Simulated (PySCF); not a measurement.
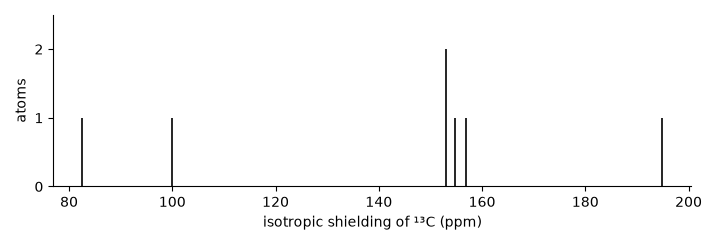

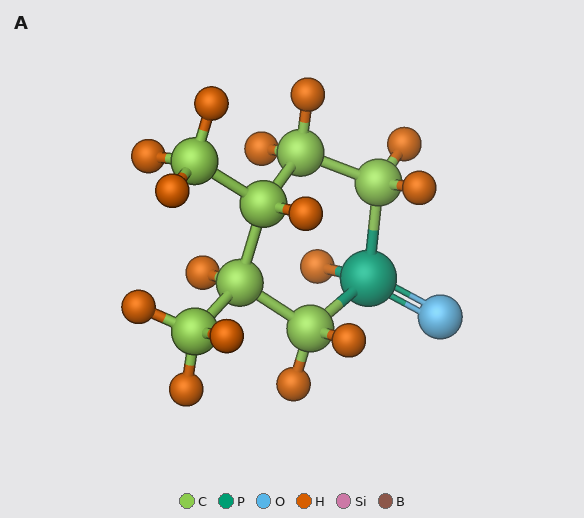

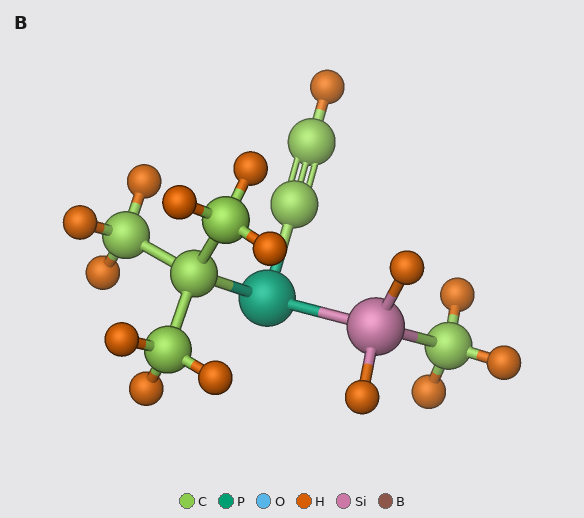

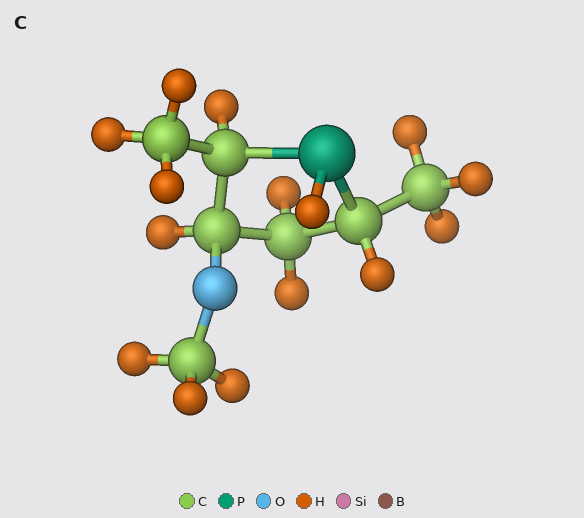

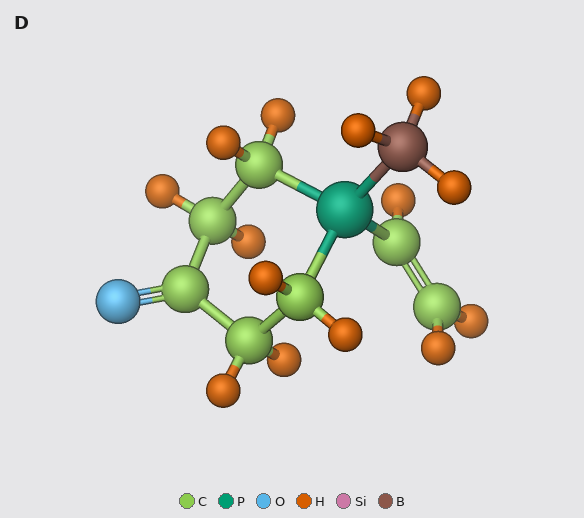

The sticks are computed shieldings of one of the molecules, for one fixed geometry (GFN2-xTB) without averaging over rotations. Low shielding means a high chemical shift. Method: GIAO PBE0/pcSseg-1 NMR shielding, non-relativistic, gas phase (PySCF 2.14.0).

### Which molecule gives this pattern?

B, `C#CP([SiH2]C)C(C)(C)C`. Its 7 C atoms give lines at 82.5, 100.0, 153.1 (2 atoms), 154.7, 156.9, 194.9 ppm.

The geometry is semi-empirical. Around B, P, Si such bond lengths and angles can be off by a tenth of an ångström or more and by several degrees, and values that hang on the shape move with them.
